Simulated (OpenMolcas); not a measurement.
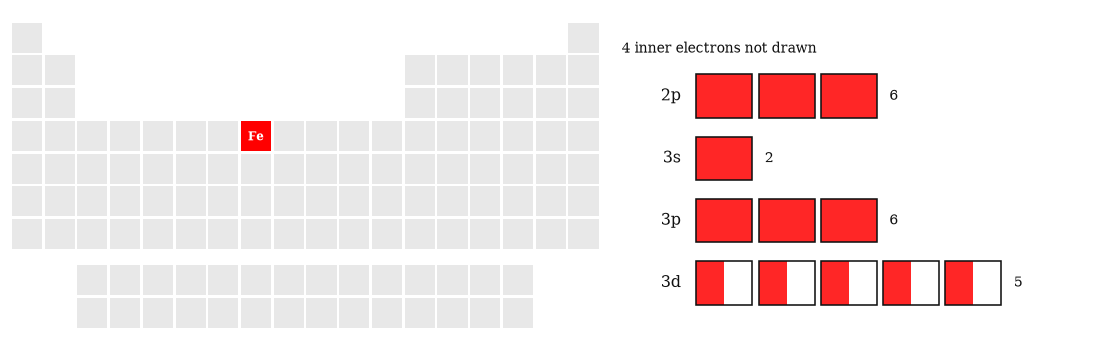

*Left, the place of iron in the periodic table; right, the outer shells of the leading configuration of the lowest level: a box for each of the 2l + 1 orbitals, shaded by the share of the shell that is filled, with the electron count at the right.*

Multiconfigurational calculation: Fe³⁺ complex (part 1 of 2)

System: Fe³⁺ with 6 ligands (F; octahedron, 2.02 Å), neutralised by 6 outer point charges of +0.5 e, whose field is part of the energies.
Method: state-averaged CASSCF, active space 5 electrons in the shell 3d, basis ANO-RCC-VTZP on the metal and ANO-RCC-VDZP on the ligands, DKH2 scalar Hamiltonian, spin-orbit coupling by RASSI with atomic mean-field integrals (OpenMolcas).

### The program's output (extracts)
```
--- SEWARD ---
Basis set label: FE.ANO-RCC...6S5P3D2F1G.

      Electronic valence basis set:
      ------------------
      Associated Effective Charge  26.000000 au
      Associated Actual Charge     26.000000 au
      Nuclear Model: Point charge

      Shell  nPrim  nBasis  Cartesian Spherical Contaminant
         s      21       6        X
         p      15       5        X
         d      10       3                 X
         f       6       2                 X
         g       4       1                 X
                  Relativistic Douglas-Kroll-Hess integrals:
                    - DKH order of Hamiltonian: 2
                    - DKH order of Properties : 0
                  Atomic mean-field integrals
--- RASSCF ---
Wave function specifications:
      -----------------------------

      Number of closed shell electrons          78
      Number of electrons in active shells       5
      Max number of holes in RAS1 space          0
      Max nr of electrons in RAS3 space          0
      Number of inactive orbitals               39
      Number of active orbitals                  5
      Number of secondary orbitals              99
      Spin quantum number                      2.5
      State symmetry                             1
Orbital specifications:
      -----------------------

      Symmetry species                           1   2
                                                ag  au
      Frozen orbitals                            0   0
      Inactive orbitals                         18  21
      Active orbitals                            5   0
      RAS1 orbitals                              0   0
      RAS2 orbitals                              5   0
      RAS3 orbitals                              0   0
      Secondary orbitals                        49  50
      Deleted orbitals                           0   0
      Number of basis functions                 72  71
      Number of CSFs                             1
      Number of root(s) required                 1
      Iter CI   SX   CI       RASSCF       Energy    max ROT     max BLB   max BLB  Level Ln srch  Step   QN
          iter iter root      energy       change     param      element    value   shift minimum  type update
 Nr of preliminary CI iterations:   1
      Total energies have been shifted. Add                -1000.00 au
        1   1   12    1  -868.57900105    0.00E+00  -9.08E-02   23  29 1  3.59E-01*  1.37   0.00    SX    NO
        2   1   14    1  -869.48217562   -9.03E-01* -5.65E-02    9  42 2 -9.99E-02*  0.95   0.00    SX    NO
        3   1   13    1  -869.60869664   -1.27E-01* -2.66E-02    5  46 1  4.92E-02*  0.81   0.00    SX    NO
        4   1   12    1  -869.62449756   -1.58E-02* -1.19E-02    5  46 1  1.70E-02*  0.78   0.00    SX    NO
        5   1   12    1  -869.62737276   -2.88E-03* -9.35E-03    6  30 1 -8.81E-03*  0.77   1.82    LS   YES
        6   1   11    1  -869.62811005   -7.37E-04* -1.69E-03   21  27 1 -3.51E-03*  0.77   1.04    QN   YES
        7   1   11    1  -869.62826755   -1.58E-04* -1.37E-03    5  33 2 -2.38E-03*  0.77   1.82    LS   YES
        8   1   10    1  -869.62830709   -3.95E-05* -4.80E-04    4  32 2 -2.51E-03*  0.77   1.00    QN   YES
        9   1    9    1  -869.62832887   -2.18E-05*  3.03E-04    4  42 2 -9.98E-04*  0.77   1.25    QN   YES
       10   1    9    1  -869.62833492   -6.05E-06*  1.44E-04    4  32 2  4.66E-04*  0.77   1.32    QN   YES
       11   1    8    1  -869.62833579   -8.75E-07*  5.01E-05    6  24 2 -9.21E-05   0.77   1.19    QN   YES
       12   1    7    1  -869.62833589   -9.14E-08* -3.09E-05    6  45 1 -3.94E-05   0.77   1.42    QN   YES
       13   1    6    1  -869.62833591   -2.16E-08* -1.25E-05    6  34 2 -2.20E-05   0.77   1.27    QN   YES
       14   1    5    1  -869.62833591   -3.57E-09   5.69E-06    4  22 2  8.24E-06   0.77   1.37    QN   YES
      Convergence after 14 iterations
       15   1    5    1  -869.62833591   -7.28E-10   5.69E-06    6  44 2 -2.13E-06   0.77   1.37    QN   YES
      Natural orbitals and occupation numbers for root  1
      sym 1:   1.000000   1.000000   1.000000   1.000000   1.000000
::    RASSCF root number  1 Total energy:  -1869.62833591
--- RASSCF ---
Wave function specifications:
      -----------------------------

      Number of closed shell electrons          78
      Number of electrons in active shells       5
      Max number of holes in RAS1 space          0
      Max nr of electrons in RAS3 space          0
      Number of inactive orbitals               39
      Number of active orbitals                  5
      Number of secondary orbitals              99
      Spin quantum number                      1.5
      State symmetry                             1
Orbital specifications:
      -----------------------

      Symmetry species                           1   2
                                                ag  au
      Frozen orbitals                            0   0
      Inactive orbitals                         18  21
      Active orbitals                            5   0
      RAS1 orbitals                              0   0
      RAS2 orbitals                              5   0
      RAS3 orbitals                              0   0
      Secondary orbitals                        49  50
      Deleted orbitals                           0   0
      Number of basis functions                 72  71
      Number of CSFs                            24
      Number of root(s) required                24
      Iter CI   SX   CI       RASSCF       Energy    max ROT     max BLB   max BLB  Level Ln srch  Step   QN
          iter iter root      energy       change     param      element    value   shift minimum  type update
 Nr of preliminary CI iterations:   1
      Total energies have been shifted. Add                -1000.00 au
        1   1   10    0  -869.42160533    0.00E+00   1.26E-02   20  26 1 -2.34E-02*  0.78   0.00    SX    NO
        2   1   10    0  -869.42391094   -2.31E-03* -9.33E-03    7  32 2 -1.20E-02*  0.79   0.00    SX    NO
        3   1   10    0  -869.42444696   -5.36E-04*  4.48E-03   12  23 1 -4.85E-03*  0.78   0.00    SX    NO
        4   1    9    0  -869.42459664   -1.50E-04*  2.87E-03   11  21 1  3.11E-03*  0.78   0.00    SX    NO
        5   1    9    0  -869.42464174   -4.51E-05*  3.32E-03   12  23 1 -1.65E-03*  0.78   2.17    LS   YES
        6   1    9    0  -869.42466022   -1.85E-05* -2.98E-04    7  32 2  1.87E-03*  0.78   1.01    QN   YES
        7   1    8    0  -869.42466267   -2.45E-06* -9.96E-05    9  34 2 -3.30E-04*  0.78   0.84    QN   YES
        8   1    8    0  -869.42466303   -3.58E-07* -5.04E-05   10  24 1 -1.54E-04*  0.78   1.51    LS   YES
        9   1    8    0  -869.42466307   -4.50E-08*  5.66E-05    9  34 2  1.37E-04*  0.78   0.99    QN   YES
       10   1    7    0  -869.42466313   -5.03E-08*  3.67E-05   10  24 1 -4.90E-05   0.78   1.52    QN   YES
       11   1    6    0  -869.42466314   -1.06E-08* -1.13E-05   10  30 1 -2.78E-05   0.78   1.17    QN   YES
       12   1    6    0  -869.42466314   -1.39E-09   1.14E-05   10  30 1 -1.77E-05   0.78   1.78    QN   YES
      Convergence after 12 iterations
       13   1    6    0  -869.42466314   -4.87E-10   1.14E-05   10  30 1 -4.77E-06   0.78   1.78    QN   YES
      Natural orbitals and occupation numbers for root  1
      sym 1:   1.907012   1.000385   1.000009   0.999606   0.092988
      Natural orbitals and occupation numbers for root  2
      sym 1:   1.000005   0.999723   1.000273   1.907016   0.092984
      Natural orbitals and occupation numbers for root  3
      sym 1:   1.000346   1.907013   0.092986   1.000007   0.999647
::    RASSCF root number  1 Total energy:  -1869.49386786
::    RASSCF root number  2 Total energy:  -1869.49386786
::    RASSCF root number  3 Total energy:  -1869.49386786
::    RASSCF root number  4 Total energy:  -1869.47384669
::    RASSCF root number  5 Total energy:  -1869.47384669
::    RASSCF root number  6 Total energy:  -1869.47384669
::    RASSCF root number  7 Total energy:  -1869.46836206
::    RASSCF root number  8 Total energy:  -1869.46737771
::    RASSCF root number  9 Total energy:  -1869.46737771
::    RASSCF root number 10 Total energy:  -1869.43666375
::    RASSCF root number 11 Total energy:  -1869.43666375
::    RASSCF root number 12 Total energy:  -1869.43666375
::    RASSCF root number 13 Total energy:  -1869.42931879
::    RASSCF root number 14 Total energy:  -1869.42931879
::    RASSCF root number 15 Total energy:  -1869.41864506
::    RASSCF root number 16 Total energy:  -1869.41864506
::    RASSCF root number 17 Total energy:  -1869.41864506
::    RASSCF root number 18 Total energy:  -1869.36367839
::    RASSCF root number 19 Total energy:  -1869.35484236
::    RASSCF root number 20 Total energy:  -1869.35484236
::    RASSCF root number 21 Total energy:  -1869.35484236
::    RASSCF root number 22 Total energy:  -1869.34429490
::    RASSCF root number 23 Total energy:  -1869.34429490
::    RASSCF root number 24 Total energy:  -1869.34429490
--- RASSCF ---
Wave function specifications:
      -----------------------------

      Number of closed shell electrons          78
      Number of electrons in active shells       5
      Max number of holes in RAS1 space          0
      Max nr of electrons in RAS3 space          0
      Number of inactive orbitals               39
      Number of active orbitals                  5
      Number of secondary orbitals              99
      Spin quantum number                      0.5
      State symmetry                             1
Orbital specifications:
      -----------------------

      Symmetry species                           1   2
                                                ag  au
      Frozen orbitals                            0   0
      Inactive orbitals                         18  21
      Active orbitals                            5   0
      RAS1 orbitals                              0   0
      RAS2 orbitals                              5   0
      RAS3 orbitals                              0   0
      Secondary orbitals                        49  50
      Deleted orbitals                           0   0
      Number of basis functions                 72  71
      Number of CSFs                            75
      Number of root(s) required                75
      Iter CI   SX   CI       RASSCF       Energy    max ROT     max BLB   max BLB  Level Ln srch  Step   QN
          iter iter root      energy       change     param      element    value   shift minimum  type update
 Nr of preliminary CI iterations:   1
      Total energies have been shifted. Add                -1000.00 au
        1   1   10    0  -869.30441826    0.00E+00  -8.00E-03   19  25 1 -1.42E-02*  0.78   0.00    SX    NO
        2   1   10    0  -869.30535121   -9.33E-04*  6.02E-03   12  23 1 -6.52E-03*  0.78   0.00    SX    NO
        3   1   10    0  -869.30560422   -2.53E-04* -3.01E-03   12  23 1 -3.25E-03*  0.78   0.00    SX    NO
        4   1    9    0  -869.30568352   -7.93E-05*  1.99E-03   12  23 1 -2.15E-03*  0.78   0.00    SX    NO
        5   1    9    0  -869.30570988   -2.64E-05*  2.58E-03   12  23 1 -1.18E-03*  0.78   2.31    LS   YES
        6   1    9    0  -869.30572243   -1.25E-05*  2.29E-04    7  32 2  1.35E-03*  0.78   1.01    QN   YES
        7   1    8    0  -869.30572370   -1.27E-06* -7.85E-05    9  34 2 -2.91E-04*  0.78   0.82    QN   YES
        8   1    8    0  -869.30572391   -2.07E-07* -7.36E-05   10  24 1 -1.37E-04*  0.78   1.42    QN   YES
        9   1    7    0  -869.30572396   -4.88E-08*  3.27E-05   10  24 1 -5.23E-05   0.78   1.25    QN   YES
       10   1    6    0  -869.30572396   -6.26E-09  -1.27E-05   10  30 1 -1.88E-05   0.78   1.35    QN   YES
      Convergence after 10 iterations
       11   1    6    0  -869.30572397   -1.35E-09  -1.27E-05   10  30 1 -1.41E-05   0.78   1.35    QN   YES
      Natural orbitals and occupation numbers for root  1
      sym 1:   1.092015   1.819789   0.070008   1.819789   0.198399
      Natural orbitals and occupation numbers for root  2
      sym 1:   1.819790   1.819791   0.070008   1.092013   0.198397
      Natural orbitals and occupation numbers for root  3
      sym 1:   1.819790   1.092013   0.198397   1.819791   0.070008
::    RASSCF root number  1 Total energy:  -1869.44374495
::    RASSCF root number  2 Total energy:  -1869.44374495
::    RASSCF root number  3 Total energy:  -1869.44374495
::    RASSCF root number  4 Total energy:  -1869.42119001
::    RASSCF root number  5 Total energy:  -1869.42119001
::    RASSCF root number  6 Total energy:  -1869.42119001
::    RASSCF root number  7 Total energy:  -1869.42105209
::    RASSCF root number  8 Total energy:  -1869.41372307
::    RASSCF root number  9 Total energy:  -1869.41372307
::    RASSCF root number 10 Total energy:  -1869.41372307
::    RASSCF root number 11 Total energy:  -1869.40670866
::    RASSCF root number 12 Total energy:  -1869.40670866
::    RASSCF root number 13 Total energy:  -1869.40120490
::    RASSCF root number 14 Total energy:  -1869.38659915
::    RASSCF root number 15 Total energy:  -1869.38659915
::    RASSCF root number 16 Total energy:  -1869.38659915
::    RASSCF root number 17 Total energy:  -1869.38195088
::    RASSCF root number 18 Total energy:  -1869.38195088
::    RASSCF root number 19 Total energy:  -1869.37576091
::    RASSCF root number 20 Total energy:  -1869.37576091
::    RASSCF root number 21 Total energy:  -1869.37576091
::    RASSCF root number 22 Total energy:  -1869.36151624
::    RASSCF root number 23 Total energy:  -1869.36151624
::    RASSCF root number 24 Total energy:  -1869.36151624
::    RASSCF root number 25 Total energy:  -1869.35224962
::    RASSCF root number 26 Total energy:  -1869.35224962
::    RASSCF root number 27 Total energy:  -1869.35224962
::    RASSCF root number 28 Total energy:  -1869.34903797
::    RASSCF root number 29 Total energy:  -1869.34891460
::    RASSCF root number 30 Total energy:  -1869.34891460
```

(Continued in part 2.) Outcome of the run: converged.
